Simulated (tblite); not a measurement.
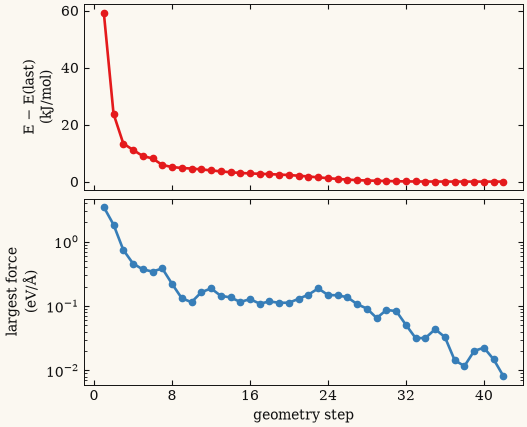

History of a geometry optimisation.

- system: C5H8NOPSi (SMILES COc1nccpc1[SiH3])
- method: GFN2-xTB geometry optimisation, gas phase in tblite

Question: How did it end, and what did it gain?

Answer: The optimisation met its thresholds at geometry 42, counting the start as the first. The energy fell by about 59 kJ/mol from the first step to the last. The largest force goes from about 3.4 eV/Å at the start to 8 × 10⁻³ eV/Å at the end.
